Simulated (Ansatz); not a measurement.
# GaCuSe2: Cu → Be

Consider GaCuSe₂ in the chalcopyrite structure (space group I-42d, No. 122; a = 5.672 Å, c = 11.263 Å).

Perturbation: every Cu is replaced by Be; the structure is relaxed again.

The values are results of Ansatz (a quantum-chemistry and plane-wave program), PBE, PAW, cutoff 420 eV, spin-orbit coupling left out, not measurements. k-mesh 11×11×11 (Γ-centred); smearing 0.05 eV (Fermi–Dirac), for the changed cell.

```
quantity                                  base          changed         shift
-----------------------------  ---------------  ---------------  ------------
volume per atom                       22.64 Å³         22.46 Å³     -0.185 Å³
density                             5.34 g/cm³       4.37 g/cm³  -0.964 g/cm³
lattice parameter a                    5.672 Å          5.775 Å      +0.103 Å
c/a ratio                                1.986            1.866        -0.120
space group                    I-42d (No. 122)  I-42d (No. 122)             –
shortest interatomic distance          2.430 Å          2.255 Å      -0.175 Å
band gap                                  zero             zero             –
```

Final structure:

```xyz
8
Lattice="-2.8875 2.8875 5.3876 2.8875 -2.8875 5.3876 2.8875 2.8875 -5.3876" Properties=species:S:1:pos:R:3 pbc="T T T"
Be     0.0000     2.8875     2.6938
Be     0.0000     0.0000     0.0000
Ga     2.8875     0.0000     2.6938
Ga     0.0000     0.0000     5.3876
Se     1.4437     1.0887    -1.3469
Se     1.4437     1.7988     4.0407
Se     1.7988    -1.4437     6.7345
Se     1.0887     4.3312     1.3469
```

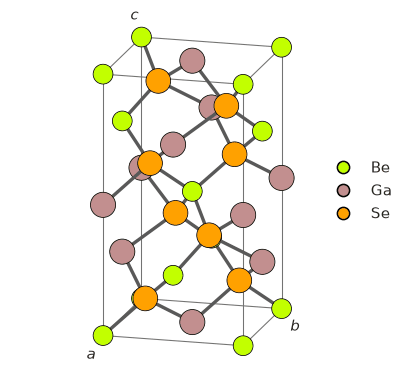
*The relaxed conventional cell after the change*

Cost of the whole job for the changed cell (relaxation, final SCF and bands): roughly 11 core-minutes.

No phonon test of stability was made. As relaxed here, BeGaSe2 is a hypothetical phase, not in the database extracts checked. All final runs are without spin polarisation. The zero or small gap of GaCuSe2 can change with the level of theory.
